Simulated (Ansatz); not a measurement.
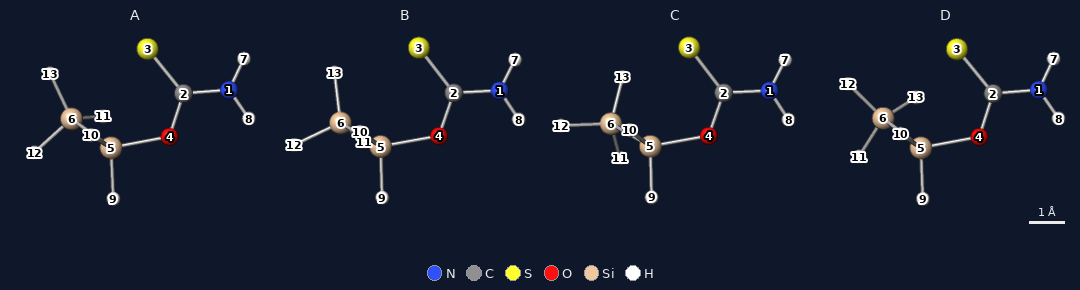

4 geometries from a converged minimum-energy path of CH7NOSSi2, shuffled. The picture is a ball-and-stick view, seen at a tilt.

These are results of Ansatz 0.2.0, RKS PBE0/6-31G*, not measurements. Settings: 9 movable images; climbing image; force threshold 0.03 eV/Å; iteration limit 39; starting path by image-dependent pair potential.

Question: Which frame is the transition state?

Answer: C. In order along the path, whose images run from 0 to 10: D (image 1, +0.010 eV), C (image 5, +0.069 eV), B (image 7, +0.048 eV), A (image 9, +0.010 eV). The motion is a rotation about the Si5–Si6 bond by about 120°. No bond forms or breaks between the ends. Bond angles that change up to the highest image, for instance: Si5–Si6–H13 110.0° → 115.0°, Si5–Si6–H12 111.7° → 106.8°.
